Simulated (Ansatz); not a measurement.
## Grüneisen parameters and expansion of SiC (Moissanite 3C, F-43m)

Which modes of SiC (Moissanite 3C) drive its thermal expansion?

Main program and level: Ansatz 0.2.0; DFT LDA, scalar-relativistic, plane waves, PAW.

## 1. The starting structure

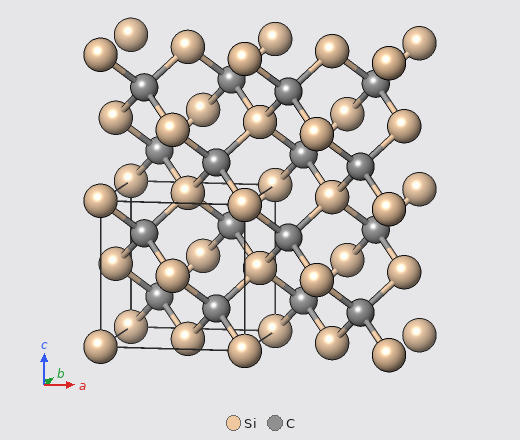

Start, viewed slightly off an axis; silicon light orange, carbon grey. 2×1×2 cells are drawn. This picture shows the conventional cell, with its axes. Bonds to atoms that aren't drawn are left out. Some periodic images of atoms are drawn too.

As a file:

```cif
data_structure
_symmetry_space_group_name_H-M 'F-43m'
_symmetry_Int_Tables_number 216
_cell_length_a 4.3580
_cell_length_b 4.3580
_cell_length_c 4.3580
_cell_angle_alpha 90.000
_cell_angle_beta 90.000
_cell_angle_gamma 90.000
_cell_volume 82.77
loop_
_atom_site_label
_atom_site_type_symbol
_atom_site_symmetry_multiplicity
_atom_site_Wyckoff_symbol
_atom_site_fract_x
_atom_site_fract_y
_atom_site_fract_z
_atom_site_occupancy
Si1 Si 4 a 0.00000 0.00000 0.00000 1
C1 C 4 d 0.25000 0.25000 0.75000 1
```

## 2. Probe on a coarse mesh

A cheap single point shows whether the cell is a metal or an insulator and how far it is from rest; that sets the k-mesh and the occupations of what follows.

input.yaml reads:

```yaml
crystal:
  lattice:
    - [0.0, 2.179, 2.179]
    - [2.179, 0.0, 2.179]
    - [2.179, 2.179, 0.0]
  atoms:
    - { symbol: Si, position: [0.0, 0.0, 0.0] }
    - { symbol: C, position: [0.25, 0.25, 0.25] }
kpoints:
  mp_grid: { grid: [8, 8, 8] }
hamiltonian:
  xc: lda
scf:
  occupations: { method: gaussian, width: 0.1 }
output:
  forces: true
  stress: true
  eigenvalues: true
```

Run with:

```bash
$ ansatz run input.yaml --threads 4 --pin off --max-ram 8192MiB --backend cpu --events-out ev --progress --plain --runs-dir out
```

Numbers of over 12 decimals in the logs are rounded to 6 here.

Output:

```text
Engine: ansatz 0.2.0, aarch64-unknown-linux-gnu
Pseudopotentials: kind: paw
Pseudopotential: Si, paw, valence charge 4, recommended cutoff 420 eV (normal), Si.paw.azcp
Pseudopotential: C, paw, valence charge 4, recommended cutoff 420 eV (normal), C.paw.azcp
Functional definition: SPW92
  exchange = slater_x
  correlation = pw_c
Crystal: 2 atoms, lattice volume = 20.692 Å³
Basis set: ecut = 420 eV, 411 PW (Γ)
Bands: 8, of which v1, the nominal top of the filled ones, is band 4 counted from 1 (3 counted from 0)
Symmetry: 24 space group operations
Space group: F-43m (ITA 216), of the structure as read, at distance tolerance 2.7e-5 Å
k-points: 29 of 512 (time reversal used)
Non-local potential: Si, projectors of the file, l = 0: 2, l = 1: 2, l = 2: 2
Non-local potential: C, projectors of the file, l = 0: 2, l = 1: 2, l = 2: 1
PAW form: soft (Blöchl's): semilocal exchange-correlation on the pseudo side does not see the compensation charge
PAW frozen core: Si, regenerated for the run's functional, and the local potential with it (the file was generated under x = pbe(κ = 0.804, μ = 0.219515), c = pbe(β = 0.066725))
PAW frozen core: C, regenerated for the run's functional, and the local potential with it (the file was generated under x = pbe(κ = 0.804, μ = 0.219515), c = pbe(β = 0.066725))
PAW one-centre angular grid: Si, 110 points (default); XC on 64 Gauss nodes
PAW one-centre angular grid: C, 110 points (default); XC on 64 Gauss nodes
Initial density: superposition of atomic densities (neutral atoms: chi_scale 0, normalization atom), corrected by the library's trained network
Initial wavefunctions: pseudopotential atomic-orbital guess
Functional: x = slater, c = lda
SCF iter   1: F=—  HF=-852.197405 eV  |F-HF|=—  |Δ(HF+E_count)|=         —  Δρ=7.61e-3  dr2=1.25e-2  ethr=1.77e-3  ⟨swp⟩=5.3  Hψ=1869  notcnv=0
preconditioner: auto → none  [insulator: Δε(μ)=1.242 eV  Ē_g=13.885 eV  σ=0.100 eV  W_gap=1.00  n_scr=0 (ndim 8)  ℏωp=23.1 eV  f_vac=0.000  D(μ)=0.00/eV (n_scr^D=0)  ε∞_Penn≈3.8]
SCF iter   2: F=—  HF=-852.194025 eV  |F-HF|=—  |Δ(HF+E_count)|=   3.38e-3  Δρ=3.54e-3  dr2=1.29e-3  ethr=1.56e-4  ⟨swp⟩=1.3  Hψ=485  notcnv=0
SCF iter   3: F=—  HF=-852.193677 eV  |F-HF|=—  |Δ(HF+E_count)|=   3.48e-4  Δρ=1.47e-3  dr2=1.77e-4  ethr=1.61e-5  ⟨swp⟩=2.6  Hψ=338  notcnv=0
SCF iter   4: F=—  HF=-852.193635 eV  |F-HF|=—  |Δ(HF+E_count)|=   4.22e-5  Δρ=2.49e-4  dr2=5.47e-6  ethr=2.21e-6  ⟨swp⟩=1.0  Hψ=232  notcnv=0
SCF iter   5: F=—  HF=-852.193636 eV  |F-HF|=—  |Δ(HF+E_count)|=   7.47e-7  Δρ=1.25e-5  dr2=1.39e-8  ethr=6.83e-8  ⟨swp⟩=1.7  Hψ=294  notcnv=0
SCF iter   6: F=-852.193636 eV  HF=-852.193636 eV  |F-HF|=5.93e-11  |Δ(HF+E_count)|=   4.71e-9  Δρ=1.58e-6  dr2=1.83e-10  ethr=1.73e-10  ⟨swp⟩=1.9  Hψ=750  notcnv=0
SCF 1 converged in 6 iterations: F = -852.193636 eV  dr2 = 1.83e-10
  greatest PAW one-centre occupation: 0.637 electrons in one spin orbital (limit 2), on the C atom at site 1 (counted from 0), in its partial waves of l = 0
SCF converged after 6 iterations
Free energy (F): -852.193636 eV
Harris-Foulkes:  -852.193636 eV  (|F-HF|=5.93e-11)
Internal energy: -852.193636 eV  (E = F + TS)
E sigma→0 (E₀):  -852.193636 eV
Fermi energy:    9.903087 eV
--- Per-component energies (eV) ---
  E_band       = 27.050034
  E_kinetic    = 135.709343
  E_local      = -106.266862  (includes V_loc(G=0)·N_el)
  E_nonlocal   = 53.906257
  E_hartree    = 31.776277
  E_xc         = -104.703463
  E_vxc        = -109.365151  (∫ρ·V_xc dr)
  E_paw        = -577.978583  (= ΣΔE_a)
  E_vpaw       = -10.486055  (= ΣTr[D̂ρ^β])
  E_aug_tail   = 0.000012  (compensation charges beyond the density's cutoff)
  E_ewald      = -284.783780
  E_core_change = 0.147163  (= ΣΔE_core)
  E_smearing   = -0.000000  (= −TS)
  E_closure    = 0.000000  (closes the sum)
  Σ components = -852.193636   (vs F -852.193636, Δ=0.00e0)
--- Forces (eV/Å), atoms counted from 1 ---
  atom   1  Si     0.00000000    -0.00000000    -0.00000000
  atom   2  C     -0.00000000     0.00000000    -0.00000000
  max |Σ_I F_I| component: 1.85e-16 eV/Å
--- Stress (GPa, compression-positive) ---
       -4.426917      -0.000000      -0.000000
        0.000000      -4.426917       0.000000
       -0.000000       0.000000      -4.426917
  P = ⅓ Tr σ = -4.4269 GPa (-44.269 kbar)
--- Band table (eV; the first three rows and the last of 29) ---
  k-point 0: bands = ["-6.0742", "9.2450", "9.2450", "9.2450", "15.5117", "16.4434", "16.4434", "16.4434"]
  k-point 1: bands = ["-5.7685", "7.7748", "9.0432", "9.0432", "15.6891", "16.7930", "16.7930", "16.9950"]
  k-point 2: bands = ["-4.8730", "4.9736", "8.6367", "8.6367", "15.1792", "17.0484", "17.0484", "18.4876"]
  k-point 28: bands = ["-0.7285", "2.2095", "4.2273", "4.5363", "14.3832", "18.5740", "18.6079", "18.8651"]
```

It took 0.28 s on 4 threads of Arm Neoverse V2, shared host; peak memory 0.24 GiB.

The column dr2 measures how far the density is from self-consistency, as an energy; F and HF (Harris–Foulkes) agree once it is small.

This step gave:

```
pressure          : -4.427 GPa
gap on the k-mesh : 1.316 eV
volume per atom   : 10.35 Å³
```

The start is under -4.4 GPa at this level and looks like an insulator or semiconductor on this mesh.

## 3. Relaxation

Phonons are second derivatives about a minimum, so cell and atoms are relaxed first, inside the symmetry of the start.

input.yaml, the sections that differ from step 2:

```yaml
kpoints:
  mp_grid: { grid: [10, 10, 10] }
scf:
  occupations: { method: gaussian, width: 0.02 }
output:
  forces: true
  stress: true
  eigenvalues: true
  write_density: true
  write_potential: true
  elf: true
  volumetric_format: npy
relax:
  adjacent_minimum: "off"
  f_tol: 0.005
  max_steps: 80
  cell: { stress_tol: 0.05 }
# crystal, hamiltonian: as in step 2
```

Output:

```text
[...]
Crystal: 2 atoms, lattice volume = 20.692 Å³
Basis set: ecut = 420 eV, 411 PW (Γ)
Bands: 8, of which v1, the nominal top of the filled ones, is band 4 counted from 1 (3 counted from 0)
Symmetry: 24 space group operations
[...]
k-points: 47 of 1000 (time reversal used)
[...]
SCF iter   1: F=—  HF=-852.198614 eV  |F-HF|=—  |Δ(HF+E_count)|=         —  Δρ=7.66e-3  dr2=1.27e-2  ethr=1.77e-3  ⟨swp⟩=6.2  Hψ=3178  notcnv=0
[...]
SCF iter   6: F=-852.194827 eV  HF=-852.194827 eV  |F-HF|=6.25e-11  |Δ(HF+E_count)|=   5.04e-9  Δρ=1.63e-6  dr2=2.04e-10  ethr=1.42e-10  ⟨swp⟩=4.9  Hψ=1781  notcnv=0
SCF 1 converged in 6 iterations: F = -852.194827 eV  dr2 = 2.04e-10
[...]
relax step   1: F+E_penalty+E_count = -852.19482739 eV  Δ(F+E_penalty+E_count) = +0.000e0 eV  max|allowed force component| = 4.441e-16 eV/Å  Δτ_max = 0.0000 Å  P = -4.424 GPa  Ω = 20.692 Å³  (6 SCF iters, dr2 threshold 1.00e-7 eV, accepted)
Crystal: 2 atoms, lattice volume = 20.474 Å³
[...]
iter 1 solved again at ethr=2.46e-5 eV; its pass at ethr=3.10e-3 eV (dr2=1.97e-3 eV) is discarded
[...]
SCF iter   4: F=-852.199807 eV  HF=-852.199807 eV  |F-HF|=6.31e-9  |Δ(HF+E_count)|=   2.85e-6  Δρ=2.28e-5  dr2=6.04e-8  ethr=2.50e-9  ⟨swp⟩=6.2  Hψ=2137  notcnv=0
SCF 2 converged in 4 iterations: F = -852.199807 eV  dr2 = 6.04e-8
[...]
relax step   2: F+E_penalty+E_count = -852.19980703 eV  Δ(F+E_penalty+E_count) = -4.980e-3 eV  max|allowed force component| = 1.527e-16 eV/Å  Δτ_max = 0.0000 Å  P = -2.093 GPa  Ω = 20.474 Å³  energy of the carried Pulay correction = +5.403e-4 eV  (4 SCF iters, dr2 threshold 2.00e-7 eV, accepted)
Crystal: 2 atoms, lattice volume = 20.283 Å³
[...]
SCF iter   4: F=-852.201512 eV  HF=-852.201512 eV  |F-HF|=4.73e-9  |Δ(HF+E_count)|=   2.28e-6  Δρ=2.12e-5  dr2=5.19e-8  ethr=2.50e-9  ⟨swp⟩=6.1  Hψ=2079  notcnv=0
SCF 3 converged in 4 iterations: F = -852.201512 eV  dr2 = 5.19e-8
[...]
relax step   3: F+E_penalty+E_count = -852.20151202 eV  Δ(F+E_penalty+E_count) = -1.705e-3 eV  max|allowed force component| = 1.203e-16 eV/Å  Δτ_max = 0.0000 Å  P = +0.060 GPa  Ω = 20.283 Å³  energy of the carried Pulay correction = +1.021e-3 eV  (4 SCF iters, dr2 threshold 2.00e-7 eV, accepted)
[...]
relax step   4: F+E_penalty+E_count = -852.20149978 eV  Δ(F+E_penalty+E_count) = +1.224e-5 eV  max|allowed force component| = 1.527e-16 eV/Å  Δτ_max = 0.0000 Å  P = +0.000 GPa  Ω = 20.288 Å³  energy of the carried Pulay correction = +1.007e-3 eV  (3 SCF iters, dr2 threshold 8.87e-9 eV, accepted)
[...]
relax step   5: F+E_penalty+E_count = -852.20053160 eV  Δ(F+E_penalty+E_count) = +9.682e-4 eV  max|allowed force component| = 1.619e-16 eV/Å  Δτ_max = 0.0000 Å  P = -0.077 GPa  Ω = 20.288 Å³  stress off target by 7.74e-2 GPa  SCF on the basis re-selected at this cell (its energy is not comparable with the rows above)  (5 SCF iters)
[...]
relax step   6: F+E_penalty+E_count = -852.20055029 eV  Δ(F+E_penalty+E_count) = -1.869e-5 eV  max|allowed force component| = 1.480e-16 eV/Å  Δτ_max = 0.0000 Å  P = +0.000 GPa  Ω = 20.281 Å³  energy of the carried Pulay correction = +1.705e-5 eV  (3 SCF iters, dr2 threshold 1.50e-8 eV, accepted)
[...]
SCF iter   3: F=-852.200550 eV  HF=-852.200550 eV  |F-HF|=6.82e-13  |Δ(HF+E_count)|=  4.23e-10  Δρ=2.25e-7  dr2=5.75e-12  ethr=1.00e-12  ⟨swp⟩=4.0  Hψ=1682  notcnv=0
SCF 7 converged in 3 iterations: F = -852.200550 eV  dr2 = 5.75e-12
relax step   7: F+E_penalty+E_count = -852.20055029 eV  Δ(F+E_penalty+E_count) = -7.218e-10 eV  max|allowed force component| = 1.295e-16 eV/Å  Δτ_max = 0.0000 Å  P = +0.000 GPa  Ω = 20.281 Å³  stress off target by 2.17e-4 GPa  SCF on the basis re-selected at this cell (its energy is not comparable with the rows above)  (3 SCF iters)
basis re-selected at this cell: Δ(F+E_penalty+E_count) = -7.218e-10 eV, ΔP = +0.000 GPa vs the last step (what re-selecting the basis moved, of the pressure what is left beyond the Pulay correction that the steps carried, after the strain that the cell walked since its last selection, with what the two solves' SCF thresholds leave and, on support functions, any second-order correction that the steps lacked; it is no  [...]
SCF converged after 3 iterations
Free energy (F): -852.200550 eV
[...]
Internal energy: -852.200550 eV  (E = F + TS)
E sigma→0 (E₀):  -852.200550 eV
Fermi energy:    10.147404 eV
[...]
--- Stress (GPa, compression-positive) ---
        0.000217      -0.000000      -0.000000
       -0.000000       0.000217      -0.000000
       -0.000000      -0.000000       0.000217
  P = ⅓ Tr σ = 0.0002 GPa (0.002 kbar)
--- Band table (eV; the first three rows and the last of 47) ---
[...]
--- Relaxed structure (5 steps of the walk, 5 accepted, 2 SCFs on fresh bases) ---
  F+E_penalty+E_count = -852.20055029 eV   max|allowed force component| = 1.295e-16 eV/Å   (the final SCF, on the basis selected at the relaxed cell)
  cell:  # Å, volume = 20.2812 Å³
    - [0, 2.164484, 2.164484]
    - [2.164484, 0, 2.164484]
    - [2.164484, 2.164484, 0]
  atoms:
    - { symbol: Si, position: [0, 0, 0] }
    - { symbol: C, position: [0.250000, 0.250000, 0.250000] }
```

Elapsed: 2.2 s, on 4 threads; peak memory 0.28 GiB; 7.4 s of CPU time.

Relaxation path:

```csv
step,energy less that of the first step (eV),largest force component (eV/Å),pressure (GPa),volume (Å³)
1,0.0000,0.0000,-4.42,20.69
2,-0.0050,0.0000,-2.09,20.47
3,-0.0067,0.0000,0.06,20.28
4,-0.0067,0.0000,0.00,20.29
5*,-0.0057,0.0000,-0.08,20.29
6,-0.0057,0.0000,0.00,20.28
7*,-0.0057,0.0000,0.00,20.28
```

Relaxation steps marked * repeat the geometry before them on a plane-wave basis chosen anew for their cell, so energy and pressure can jump there.

The run keeps the 24 symmetry operations that it works with, so distortions that break them were not tested.

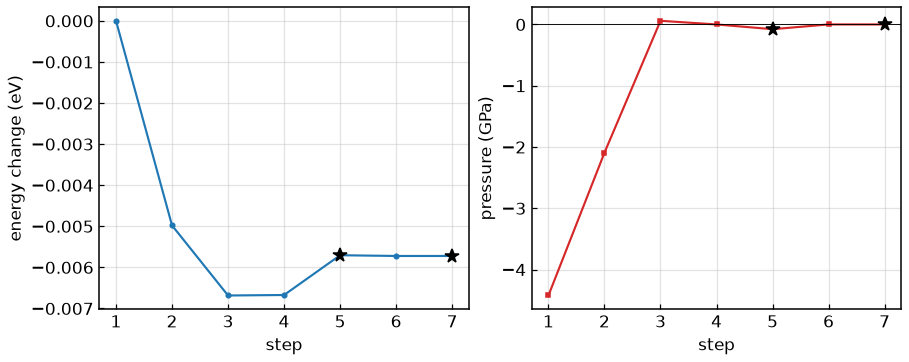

Energy and pressure along the relaxation. Stars mark steps on a basis chosen anew.

```csv
"conventional cell, symmetrised",before,after,change
a (Å),4.358,4.329,-0.7 %
b (Å),4.358,4.329,-0.7 %
c (Å),4.358,4.329,-0.7 %
volume (Å³/atom),10.35,10.14,-2.0 %
```

Final coordinates:

```
Si C
1.0
     0.00000    2.16448    2.16448
     2.16448    0.00000    2.16448
     2.16448    2.16448    0.00000
Si C
1 1
Cartesian
  0.0000 0.0000 0.0000
  1.0822 1.0822 1.0822
```

Numbers from this step:

| Quantity | Value |
| --- | --- |
| pressure | 2.17e-4 GPa |
| gap on the k-mesh | 1.300 eV |
| volume per atom | 10.14 Å³ |

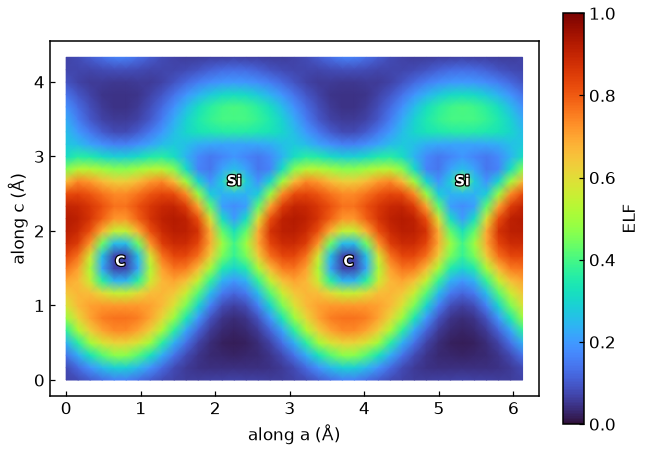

ELF in the ac plane of a cell with a along [110], b along [-110] and c along [001] of the cube at fractional y = 0.000, with atoms of Si and C within 0.2 Å of it. It is the smooth field of the valence electrons, not physical close to the nuclei. The map starts off the cell's origin, so that atoms lie inside it.

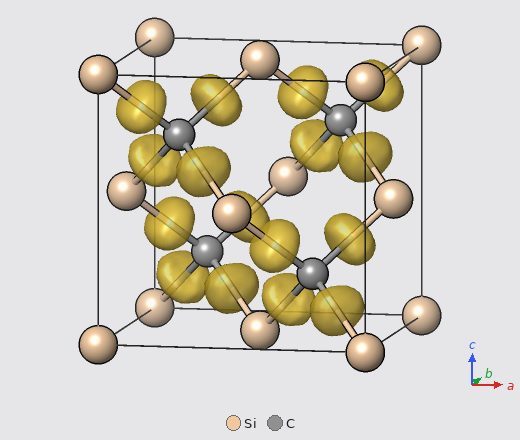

Surface of ELF = 0.84. Bonds to atoms that aren't drawn are left out.

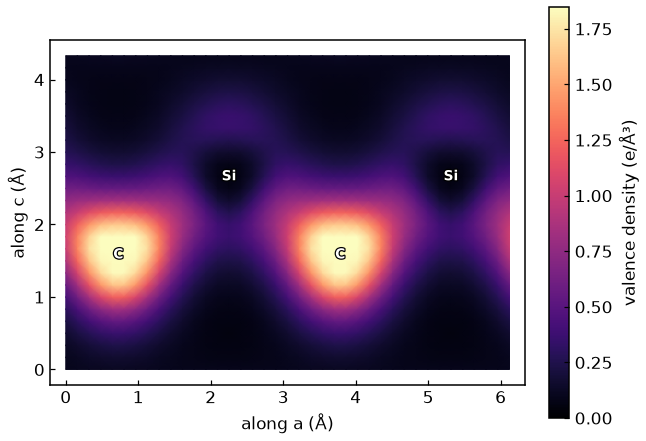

Valence density in the ac plane of a cell with a along [110], b along [-110] and c along [001] of the cube at fractional y = 0.000, with atoms of Si and C within 0.2 Å of it. It is the smooth field of the valence electrons, not physical close to the nuclei. The map starts off the cell's origin, so that atoms lie inside it.

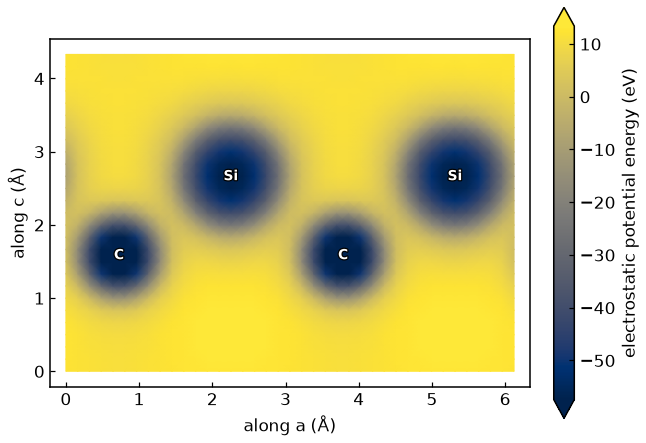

Electrostatic potential energy in the ac plane of a cell with a along [110], b along [-110] and c along [001] of the cube at fractional y = 0.000, with atoms of Si and C within 0.2 Å of it. With pseudopotentials it is smooth inside the atoms' cores, unlike the true potential. The map starts off the cell's origin, so that atoms lie inside it.

The relaxation ends with a pressure of 0.00 GPa.

## 4. Relaxing to small residual forces and stress

The thresholds are tightened for a last relaxation ahead of the phonons, and where mesh or smearing change with them the cell follows.

input.yaml reads:

```yaml
crystal:
  lattice:
    - [0.0, 2.164484123, 2.164484123]
    - [2.164484123, 0.0, 2.164484123]
    - [2.164484123, 2.164484123, 0.0]
  atoms:
    - { symbol: Si, position: [0.0, 0.0, 0.0] }
    - { symbol: C, position: [0.25, 0.25, 0.25] }
kpoints:
  mp_grid: { grid: [12, 12, 12] }
hamiltonian:
  xc: lda
scf:
  occupations: { method: fixed }
output:
  forces: true
  stress: true
  eigenvalues: true
relax:
  adjacent_minimum: "off"
  f_tol: 0.001
  max_steps: 60
  cell: { stress_tol: 0.01 }
```

Output:

```text
[...]
Crystal: 2 atoms, lattice volume = 20.281 Å³
Basis set: ecut = 420 eV, 411 PW (Γ)
Bands: 8, of which v1, the nominal top of the filled ones, is band 4 counted from 1 (3 counted from 0)
Symmetry: 24 space group operations
[...]
k-points: 72 of 1728 (time reversal used)
[...]
P = ⅓ Tr σ = 0.0016 GPa (0.016 kbar)
--- Band table (eV; the first three rows and the last of 72) ---
[...]
--- Relaxed structure (1 steps of the walk, 1 accepted, 1 SCFs on fresh bases) ---
[...]
cell:  # Å, volume = 20.2812 Å³
    - [0.0, 2.164484123, 2.164484123]
    - [2.164484123, 0.0, 2.164484123]
    - [2.164484123, 2.164484123, 0.0]
  atoms:
    - { symbol: Si, position: [0.0, 0.0, 0.0] }
    - { symbol: C, position: [0.25, 0.25, 0.25] }
[key lines of the parts left out:]
SCF converged after 4 iterations
Free energy (F): -852.200735 eV
Fermi energy:    9.497009 eV
```

The job ended after 0.95 s (4 threads; peak memory 0.28 GiB).

Little changed from the start: no atom moved by 0.005 Å and no cell edge by 0.1 %.

This step gave:

```
pressure          : 0.001573 GPa
gap on the k-mesh : 1.301 eV
```

The residual pressure is 0.0016 GPa, small enough for phonons.

(Continued in part 2 of 3.)

[Logs are printed without paths, hosts, clocks, repeated set-up lines and the standing remarks that a program may print on its own settings, such as how far it seeks lower states.]

[Hosts, paths, dates, database ids (printed as entryN), source tags and the programs' standing remarks are cut or masked in the printed files.]

[A step with changed settings may run another functional than the one named; its input shows which.]

[Of the runs on displaced cells, only some may be shown.]
